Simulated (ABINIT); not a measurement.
# A GW chain in ABINIT: BN (Qingsongite), part 2 of 3

How does a plane-wave GW calculation on BN (Qingsongite) run from the first input to the gap?

ABINIT 10.8.3; LDA and many-body steps on it, plane waves. Known limits of the many-body steps: not at the basis limit.

So far. Step 2 (Ground state): The gap is indirect, with the least direct gap 4.33 eV higher.

## (3) Bands along the symmetry lines

Level of this step: DFT, LDA, plane waves, norm-conserving pseudopotentials (ABINIT).

The cheap functional maps the bands first; the places of the edges decide which points the dearer methods must see.

Input file run.abi:

```
acell 3*1.0 Angstrom
rprim 
  -0.000000000000 1.807500000000 1.807500000000
  1.807500000000 0.000000000000 1.807500000000
  1.807500000000 1.807500000000 -0.000000000000
ntypat 2
znucl 5 7
natom 2
typat 1 2
xred 
  0.000000000000 0.000000000000 0.000000000000
  0.250000000000 0.250000000000 0.250000000000
pp_dirpath "pseudos"
pseudos "B.upf, N.upf"
ecut 36
iscf -2
irdden 1
kptopt 0
nkpt 50
kpt 
  0.00000000 0.00000000 0.00000000
  -0.06250000 -0.06250000 0.00000000
  -0.12500000 -0.12500000 0.00000000
  -0.18750000 -0.18750000 0.00000000
  -0.25000000 -0.25000000 0.00000000
  -0.31250000 -0.31250000 0.00000000
  -0.37500000 -0.37500000 0.00000000
  -0.43750000 -0.43750000 0.00000000
  -0.50000000 -0.50000000 0.00000000
  -0.48437500 -0.48437500 0.03125000
  -0.46875000 -0.46875000 0.06250000
  -0.45312500 -0.45312500 0.09375000
  -0.43750000 -0.43750000 0.12500000
  -0.42187500 -0.42187500 0.15625000
  -0.40625000 -0.40625000 0.18750000
  -0.39062500 -0.39062500 0.21875000
  -0.37500000 -0.37500000 0.25000000
  -0.37500000 0.00000000 0.37500000
  -0.32812500 0.00000000 0.32812500
  -0.28125000 0.00000000 0.28125000
  -0.23437500 0.00000000 0.23437500
  -0.18750000 0.00000000 0.18750000
  -0.14062500 0.00000000 0.14062500
  -0.09375000 0.00000000 0.09375000
  -0.04687500 0.00000000 0.04687500
  0.00000000 0.00000000 0.00000000
  0.00000000 0.00000000 0.06250000
  0.00000000 0.00000000 0.12500000
  0.00000000 0.00000000 0.18750000
  0.00000000 0.00000000 0.25000000
  0.00000000 0.00000000 0.31250000
  0.00000000 0.00000000 0.37500000
  0.00000000 0.00000000 0.43750000
  -0.00000000 -0.00000000 0.50000000
  -0.06250000 -0.03125000 0.46875000
  -0.12500000 -0.06250000 0.43750000
  -0.18750000 -0.09375000 0.40625000
  -0.25000000 -0.12500000 0.37500000
  -0.31250000 -0.15625000 0.34375000
  -0.37500000 -0.18750000 0.31250000
  -0.43750000 -0.21875000 0.28125000
  -0.50000000 -0.25000000 0.25000000
  -0.50000000 -0.28125000 0.21875000
  -0.50000000 -0.31250000 0.18750000
  -0.50000000 -0.34375000 0.15625000
  -0.50000000 -0.37500000 0.12500000
  -0.50000000 -0.40625000 0.09375000
  -0.50000000 -0.43750000 0.06250000
  -0.50000000 -0.46875000 0.03125000
  -0.50000000 -0.50000000 0.00000000
istwfk *1
nband 14
nbdbuf 5
tolwfr 1e-07
nstep 50
prtwf 0
prtvol 0
indata_prefix "in"
outdata_prefix "out"
tmpdata_prefix "tmp"
```

Started as:

```console
$ OMP_NUM_THREADS=1 mpirun -n 4 abinit run.abi > log
```

Numbers of over 12 decimals in the logs are rounded to 6 here.

What it wrote:

```text
.Version 10.8.3 of ABINIT. v10.8.2 released Aug 2026.

 Symmetries : space group F-4 3 m (#216); Bravais cF (face-center cubic)
[... echo of the input left out ...]
== DATASET  1 ==================================================================
-   mpi_nproc: 4, omp_nthreads: 1 (-1 if OMP is not activated)

--- !DatasetInfo
iteration_state: {dtset: 1, }
dimensions: {natom: 2, nkpt: 50, mband: 14, nsppol: 1, nspinor: 1, nspden: 1, mpw: 869, }
cutoff_energies: {ecut:  36.0, pawecutdg:  -1.0, }
electrons: {nelect:   8.00000000E+00, charge:   0.00000000E+00, occopt:   1.00000000E+00, tsmear:   1.00000000E-02, }

 Real(R)+Recip(G) space primitive vectors, cartesian coordinates (Bohr,Bohr^-1):
 R(1)=  0.0000000  3.4156800  3.4156800  G(1)= -0.1463837  0.1463837  0.1463837
 R(2)=  3.4156800  0.0000000  3.4156800  G(2)=  0.1463837 -0.1463837  0.1463837
 R(3)=  3.4156800  3.4156800  0.0000000  G(3)=  0.1463837  0.1463837 -0.1463837
 Unit cell volume ucvol=  7.9700586E+01 bohr^3
 Angles (23,13,12)=  6.00000000E+01  6.00000000E+01  6.00000000E+01 degrees

 getcut: wavevector=  0.0000  0.0000  0.0000  ngfft=  30  30  30
         ecut(hartree)=     36.000   => boxcut(ratio)=   2.30194

 getcut : COMMENT -
  Note that boxcut > 2.2 ; recall that boxcut=Gcut(box)/Gcut(sphere) = 2
  is sufficient for exact treatment of convolution.
  Such a large boxcut is a waste : you could raise ecut
  e.g. ecut=   47.690509 Hartrees makes boxcut=2

--- Pseudopotential description ------------------------------------------------
- B Generated using ONCVPSP code by D. R. Hamann
-  5.00000   3.00000  180309                  znucl, zion, pspdat
12 -1012 1 -1 1498                            pspcod,pspxc,lmax,lloc,mmax
     nproj     2     2
  pspatm : epsatm=    3.19369156
         --- l  ekb(1:nproj) -->
             0    8.437831    1.245441
             1   -3.670611   -0.766497
 pspatm: atomic psp has been read  and splines computed

- N Generated using ONCVPSP code by D. R. Hamann
-  7.00000   5.00000  180309                  znucl, zion, pspdat
12 -1012 1 -1 1058                            pspcod,pspxc,lmax,lloc,mmax
     nproj     2     2
  pspatm : epsatm=    5.30777321
         --- l  ekb(1:nproj) -->
             0    7.408032    0.617798
[...]
pspatm: atomic psp has been read  and splines computed

--------------------------------------------------------------------------------

================================================================================
 prteigrs : about to open file out_EIG
 Non-SCF case, kpt    1 (  0.00000  0.00000  0.00000), residuals and eigenvalues=
  3.11E-08  6.98E-08  5.27E-08  2.12E-08  3.06E-08  2.41E-08  1.69E-08  3.38E-08
  5.84E-08  2.32E-07  6.33E-07  7.64E-08  1.07E-07  7.59E-07
 -4.4300E-01  2.9421E-01  2.9421E-01  2.9421E-01  6.1568E-01  6.1568E-01
  6.1568E-01  6.7793E-01  1.1937E+00  1.3294E+00  1.3294E+00  1.3316E+00
[...]
1.91E-08  4.95E-08  8.03E-09  5.31E-08  1.61E-08  2.42E-08  4.23E-08  5.18E-08
[...]
1.3440E+00  1.4450E+00
 Non-SCF case, kpt    3 ( -0.12500 -0.12500  0.00000), residuals and eigenvalues=
  1.74E-08  1.85E-08  1.69E-08  1.12E-08  2.20E-08  3.92E-08  6.56E-08  4.36E-09
[...]
1.3807E+00  1.5056E+00
[...]
Non-SCF case, kpt   49 ( -0.50000 -0.46875  0.03125), residuals and eigenvalues=
[...]
1.7465E+00  1.7720E+00
 Non-SCF case, kpt   50 ( -0.50000 -0.50000  0.00000), residuals and eigenvalues=
[...]
1.7391E+00  1.7582E+00

--- !ResultsGS
iteration_state: {dtset: 1, }
comment   : Summary of ground state results
lattice_vectors:
- [ -0.0000000,   3.4156800,   3.4156800, ]
- [  3.4156800,   0.0000000,   3.4156800, ]
- [  3.4156800,   3.4156800,  -0.0000000, ]
lattice_lengths: [   4.83050,    4.83050,    4.83050, ]
lattice_angles: [ 60.000,  60.000,  60.000, ] # degrees, (23, 13, 12)
lattice_volume:   7.9700586E+01
convergence: {deltae:  0.000E+00, res2:  0.000E+00, residm:  9.996E-08, diffor:  0.000E+00, }
etotal    :  -1.34252798E+01
entropy   :   0.00000000E+00
fermie    :   2.94210603E-01
cartesian_stress_tensor: null
pressure_GPa: null
xred      :
- [  0.0000E+00,   0.0000E+00,   0.0000E+00,  B]
- [  2.5000E-01,   2.5000E-01,   2.5000E-01,  N]
cartesian_forces: null
force_length_stats: {min: null, max: null, mean: null, }

 Integrated electronic density in atomic spheres:
 ------------------------------------------------
 Atom  Sphere_radius  Integrated_density
[...]
================================================================================

 ----iterations are completed or convergence reached----

 Mean square residual over all n,k,spin=   37.621E-09; max=  99.956E-09
 reduced coordinates (array xred) for    2 atoms
       0.000000000000      0.000000000000      0.000000000000
       0.250000000000      0.250000000000      0.250000000000

 cartesian coordinates (angstrom) at end:
    1      0.000000     0.000000     0.000000
    2      0.903750     0.903750     0.903750
 length scales=  1.889726125908  1.889726125908  1.889726125908 bohr
              =  1.000000000000  1.000000000000  1.000000000000 angstroms
 prteigrs : about to open file out_EIG
 Eigenvalues (hartree) for nkpt=  50  k points:
 kpt#   1, nband= 14, wtk=  1.00000, kpt=  0.0000  0.0000  0.0000 (reduced coord)
[...]
kpt#   2, nband= 14, wtk=  1.00000, kpt= -0.0625 -0.0625  0.0000 (reduced coord)
[...]
kpt#   3, nband= 14, wtk=  1.00000, kpt= -0.1250 -0.1250  0.0000 (reduced coord)
[...]
kpt#  49, nband= 14, wtk=  1.00000, kpt= -0.5000 -0.4687  0.0313 (reduced coord)
  -0.23425   -0.03122    0.11029    0.11091    0.46209    0.63842    0.94057    0.94370
   1.04447    1.28171    1.51924    1.52875    1.74653    1.77198
 kpt#  50, nband= 14, wtk=  1.00000, kpt= -0.5000 -0.5000  0.0000 (reduced coord)
  -0.23467   -0.03220    0.11301    0.11301    0.45664    0.63432    0.94437    0.94437
   1.04666    1.28481    1.53025    1.53025    1.73909    1.75823

== END DATASET(S) ==============================================================
================================================================================

 -outvars: echo values of variables after computation  --------
            nband          14
             nkpt          50
          spgroup         216
 [... the other variables as echoed above ...]

 Calculation completed.
```

It took 5.2 s on 4 MPI ranks of Arm Neoverse N1, shared host; peak memory 0.23 GiB; 21 s of CPU time.

Numbers from this step:

| Item | Value |
| --- | --- |
| gap | 4.420 eV |
| k of the valence top | 0, 0, 0 |
| k of the conduction bottom | -0.5, -0.5, 0 |
| least direct gap | 8.748 eV |

The gap is 4.420 eV, as in the run before at this level.

The electronic bands at the labelled points (eV, zero at the top of the highest filled band; v1 is the highest filled band, c1 the lowest empty one):

```
    point      v4      v3     v2     v1     c1     c2     c3     c4
        Γ  -20.06    0.00   0.00   0.00   8.75   8.75   8.75  10.44
        X  -14.39   -8.88  -4.93  -4.93   4.42   9.25  17.69  17.69
        U  -14.29   -8.07  -7.73  -4.10   6.87  12.84  15.66  16.53
jump to K  -14.29   -8.07  -7.73  -4.10   6.87  12.84  15.66  16.53
        Γ  -20.06    0.00   0.00   0.00   8.75   8.75   8.75  10.44
        L  -15.77  -10.71  -1.95  -1.95  10.27  10.64  10.64  15.01
        W  -14.06   -7.51  -7.02  -6.56   9.48  13.27  14.36  14.68
        X  -14.39   -8.88  -4.93  -4.93   4.42   9.25  17.69  17.69
```

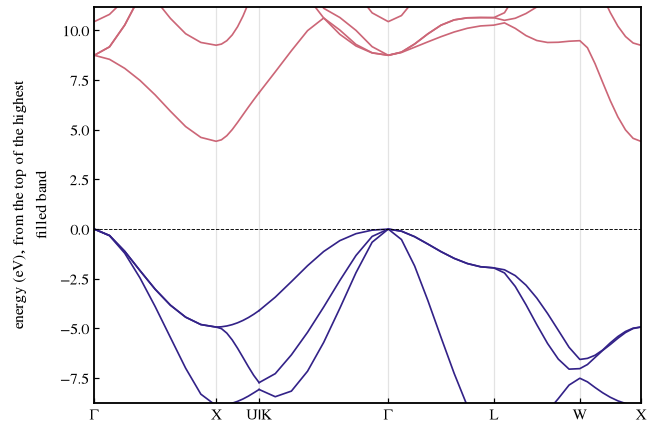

Electronic bands along the path; lines of filled and empty bands in two colours.

## (4) Empty states on the mesh, 8×8×8 mesh, 76 bands

The sums over transitions need many empty states on a uniform mesh; this step solves for them.

Input file run.abi:

```
acell 3*1.0 Angstrom
rprim 
  -0.000000000000 1.807500000000 1.807500000000
  1.807500000000 0.000000000000 1.807500000000
  1.807500000000 1.807500000000 -0.000000000000
ntypat 2
znucl 5 7
natom 2
typat 1 2
xred 
  0.000000000000 0.000000000000 0.000000000000
  0.250000000000 0.250000000000 0.250000000000
pp_dirpath "pseudos"
pseudos "B.upf, N.upf"
ecut 36
ngkpt 8 8 8
nshiftk 1
shiftk 0 0 0
kptopt 1
chksymbreak 0
irdden 1
istwfk *1
nband 76
prtvol 0
optdriver 6
gwr_task "HDIAGO"
paral_kgb 0
occopt 1
indata_prefix "in"
outdata_prefix "out"
tmpdata_prefix "tmp"
```

What it wrote:

```text
[banner, memory and clock lines left out]
.Version 10.8.3 of ABINIT. v10.8.2 released Aug 2026.

 Symmetries : space group F-4 3 m (#216); Bravais cF (face-center cubic)
[... echo of the input left out ...]
== DATASET  1 ==================================================================
-   mpi_nproc: 4, omp_nthreads: 1 (-1 if OMP is not activated)

--- !DatasetInfo
iteration_state: {dtset: 1, }
dimensions: {natom: 2, nkpt: 29, mband: 76, nsppol: 1, nspinor: 1, nspden: 1, mpw: 869, }
cutoff_energies: {ecut:  36.0, pawecutdg:  -1.0, }
electrons: {nelect:   8.00000000E+00, charge:   0.00000000E+00, occopt:   1.00000000E+00, tsmear:   1.00000000E-02, }

.Using double precision arithmetic; gwpc =  8

- Reading GS density from: in_DEN

--- Pseudopotential description ------------------------------------------------
- B Generated using ONCVPSP code by D. R. Hamann
-  5.00000   3.00000  180309                  znucl, zion, pspdat
12 -1012 1 -1 1498                            pspcod,pspxc,lmax,lloc,mmax
     nproj     2     2
  pspatm : epsatm=    3.19369156
         --- l  ekb(1:nproj) -->
             0    8.437831    1.245441
             1   -3.670611   -0.766497
 pspatm: atomic psp has been read  and splines computed

- N Generated using ONCVPSP code by D. R. Hamann
-  7.00000   5.00000  180309                  znucl, zion, pspdat
12 -1012 1 -1 1058                            pspcod,pspxc,lmax,lloc,mmax
     nproj     2     2
  pspatm : epsatm=    5.30777321
         --- l  ekb(1:nproj) -->
             0    7.408032    0.617798
             1   -4.361519   -1.032581
 pspatm: atomic psp has been read  and splines computed

   6.80117181E+01                                ecore*ucvol(ha*bohr**3)

 Total charge density [el/Bohr^3]
)     Maximum=    5.6568E-01  at reduced coord.    0.2000    0.2000    0.4000
)     Minimum=    7.7961E-03  at reduced coord.    0.0000    0.0000    0.0000
   Integrated=    8.0000E+00

 === KS gaps after direct diagonalization ===
 Indirect band gap semiconductor
 Fundamental gap:     4.420 (eV)
   VBM:     8.006 (eV) at k: [ 0.0000E+00,  0.0000E+00,  0.0000E+00]
   CBM:    12.426 (eV) at k: [ 5.0000E-01,  5.0000E-01,  0.0000E+00]
 Direct gap:         8.748 (eV) at k: [ 0.0000E+00,  0.0000E+00,  0.0000E+00]

== END DATASET(S) ==============================================================

 -outvars: echo values of variables after computation  --------
           etotal      0.0000000000E+00
            nband          76
             nkpt          29
          spgroup         216
 [... the other variables as echoed above ...]

 Calculation completed.
```

Elapsed: 13 s, on 4 MPI ranks; peak memory 0.38 GiB.

Numbers from this step:

| Item | Value |
| --- | --- |
| gap | 4.420 eV |
| k of the valence top | 0, 0, 0 |
| k of the conduction bottom | 0.5, 0.5, 0 |
| least direct gap | 8.748 eV |
| k points computed | 29 |
| lowest point of the top converged band, above the valence top | 155.8937 eV |

On this mesh the gap is 4.420 eV.

## (5) Screening, 8×8×8 mesh, 68 bands, screening to 244.9 eV

The RPA dielectric matrix is built and inverted for each q.

This step: RPA screening on LDA, plane waves, norm-conserving pseudopotentials.

run.abi, as its differences from that of step 4:

```diff
@@ -20,10 +20,11 @@
 chksymbreak 0
-irdden 1
 istwfk *1
-nband 76
-prtvol 0
-optdriver 6
-gwr_task "HDIAGO"
-paral_kgb 0
 occopt 1
+irdwfk 1
+optdriver 3
+nband 68
+ecuteps 9
+inclvkb 2
+awtr 1
+symchi 1
 indata_prefix "in"
```

What it wrote:

```text
.Version 10.8.3 of ABINIT. v10.8.2 released Aug 2026.

 Symmetries : space group F-4 3 m (#216); Bravais cF (face-center cubic)
[... echo of the input left out ...]
== DATASET  1 ==================================================================
-   mpi_nproc: 4, omp_nthreads: 1 (-1 if OMP is not activated)

--- !DatasetInfo
iteration_state: {dtset: 1, }
dimensions: {natom: 2, nkpt: 29, mband: 68, nsppol: 1, nspinor: 1, nspden: 1, mpw: 869, }
cutoff_energies: {ecut:  36.0, pawecutdg:  -1.0, }
electrons: {nelect:   8.00000000E+00, charge:   0.00000000E+00, occopt:   1.00000000E+00, tsmear:   1.00000000E-02, }

 SCREENING: Calculation of the susceptibility and dielectric matrices

 Based on a program developped by R.W. Godby, V. Olevano, G. Onida, and L. Reining.
 Incorporated in ABINIT by V. Olevano, G.-M. Rignanese, and M. Torrent.
.Using double precision arithmetic ; gwpc =  8

[... cell and pseudopotentials left out ...]
--------------------------------------------------------------------------------

 ==== K-mesh for the wavefunctions ====
 Number of points in the irreducible wedge :    29
[... list of points left out ...]
 Together with 24 symmetry operations and time-reversal symmetry
 yields   512 points in the full Brillouin Zone.

 ==== Q-mesh for the screening function ====
 Number of points in the irreducible wedge :    29
[... list of points left out ...]
 Together with 24 symmetry operations and time-reversal symmetry
 yields   512 points in the full Brillouin Zone.

 setmesh: FFT mesh size selected  =    20x   20x   20
          total number of points  =         8000

 vcoul_init : cutoff-mode = AUXILIARY_FUNCTION
 q-points for optical limit:   1
     1)      0.000010    0.000020    0.000030

- screening: taking advantage of time-reversal symmetry
- Maximum band index for partially occupied states nbvw = 4
- Remaining bands to be divided among processors   nbcw = 64
- Number of bands treated by each node ~16

 Number of electrons calculated from density =    8.0000; Expected =    8.0000
 average of density, n =  0.100376
 r_s =    1.3348
 omega_plasma =   30.5612 [eV]

 calculating chi0 at frequencies [eV] :
  1    0.000000E+00    0.000000E+00
  2    0.000000E+00    3.056116E+01

--------------------------------------------------------------------------------
  q-point number  1        q = ( 0.000000, 0.000000, 0.000000) [r.l.u.]
--------------------------------------------------------------------------------
[... chi0 elements left out ...]
 For q-point:  0.000010 0.000020 0.000030
  dielectric constant =   4.3566
  dielectric constant without local fields =   4.7071

  Average fulfillment of the sum rule on Im[epsilon] for q-point    1 :     87.32  [%]
[... wings left out ...]
  q-point number  2        q = ( 0.125000, 0.000000, 0.000000) [r.l.u.]
--------------------------------------------------------------------------------
[... chi0 elements left out ...]
  Average fulfillment of the sum rule on Im[epsilon] for q-point    2 :     97.67  [%]

 [... 27 further q-points ...]
```

It took 89 s on 4 MPI ranks; peak memory 0.65 GiB; 5.9 min of CPU time.

This step gave:

* ε∞ with local fields, on this mesh, along the program's q direction: 4.357
* the same without local fields: 4.707
* plasma frequency: 30.56 eV
* plane waves in the screening matrix: 113

Local fields lower ε∞ by 7 %.

(Part 2 of 3 ends here.)

[Paths, hosts, dates, memory and timing lines, banners, echoed tables and standing remarks are left out of the program output.]

[Logs are printed without paths, hosts, clocks, repeated set-up lines and the standing remarks that a program may print on its own settings, such as how far it seeks lower states.]

[Runs of the session that timed out or met a known fault of the program may be left out.]

[Hosts, paths, dates, database ids (printed as entryN), source tags and the programs' standing remarks are cut or masked in the printed files.]

[G0W0 gaps are taken among the corrected bands and points alone; a level outside them can change the order at an edge.]

[Where Ansatz stands beside ABINIT at settings called matched, ABINIT's density can come from a denser mesh and the files from another edition; pairs whose starting gaps differed by over 0.03 eV were left out, so agreement reads better than it is.]
